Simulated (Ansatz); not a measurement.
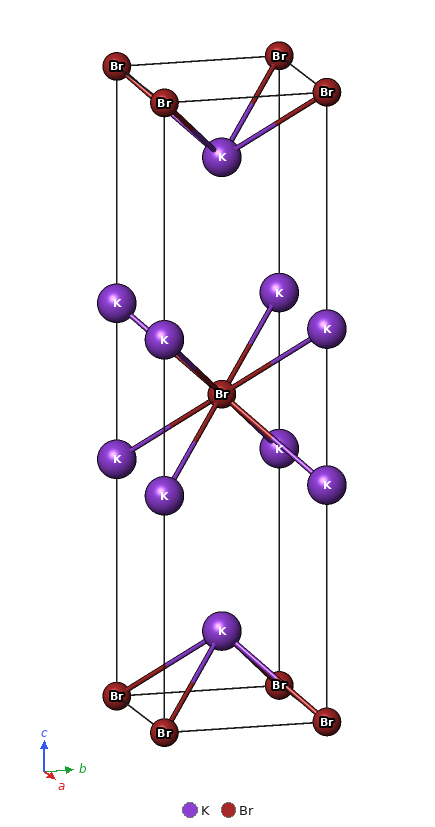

Drawn in the ball-and-stick manner and seen slightly off an axis. The lines enclose the conventional unit cell; boundary atoms appear with their images.

Question: Work out the formula from the picture.

Answer: K2Br. The cell holds 4 K, 2 Br, counting shared atoms by their share.

Question: Identify the space group.

Answer: I4/mmm (No. 139), with K on 4e and Br on 2a.

Question: Give the coordination environment of Br.

Answer: Eight K in a cubic arrangement.

Question: What is the coordination of K?

Answer: Each K has four Br.

Question: What extended units do the bonds make?

Answer: The bonds build K2Br layers parallel to (001).

The model was built from a textbook structure type filled with these elements (whether it is the usual form wasn't checked). Earlier steps of the study may have refined or changed the cell and positions. It was run through Ansatz as a DFT input.
